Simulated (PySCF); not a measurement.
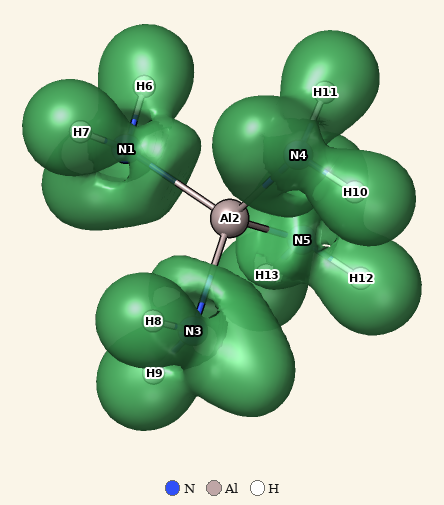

Figure 1: AlH8N4 (SMILES [NH2][Al-]([NH2])([NH2])[NH2]) (charge −1). Isosurface of the ELF at 0.75 (green), seen at a tilt. Only the valence region is drawn (cores and ρ < 0.01 e/Å³ removed).

Geometry: PBE0-D3(BJ)/def2-SVP.

Theory: PySCF 2.14.0, PBE0/aug-pcSseg-2, SCF density, gas phase, non-relativistic.

Input file:

```
{"job": {"kind": "nmr", "xc": "PBE0", "basis": "aug-pcSseg-2"}, "charge": -1, "multiplicity": 1}
N     -1.044686    -1.301960     0.863305
Al     0.000478    -0.001533     0.002859
N      0.352306    -0.456520    -1.784054
N      1.699316     0.173847     0.782884
N     -1.001080     1.579567     0.146287
H     -1.232317    -1.091109     1.844298
H     -0.614234    -2.227263     0.866922
H      0.888174    -1.319552    -1.884541
H     -0.492306    -0.601117    -2.338322
H      2.279968     0.878310     0.325919
H      1.665611     0.452444     1.764152
H     -0.554764     2.381879    -0.299292
H     -1.926032     1.516666    -0.280826
```

Command:

```sh
OMP_NUM_THREADS=1 python cluster_run.py task.json out
```

Question: What do the ELF domains correspond to?

Answer: The ELF exceeds this value in four joined regions spread over several atoms (H, N), in which their bonds and any lone pairs are merged. Profiles from the grid: Al–N (1.88 Å): the ELF peaks at about 0.90 in the valence shell of N, 0.7 Å from its nucleus, and is about 0.75 at the midpoint. N–H (1.02 Å): the ELF climbs to about 1 towards the hydrogen, as it does in any bond to H: a covalent bond by its length.
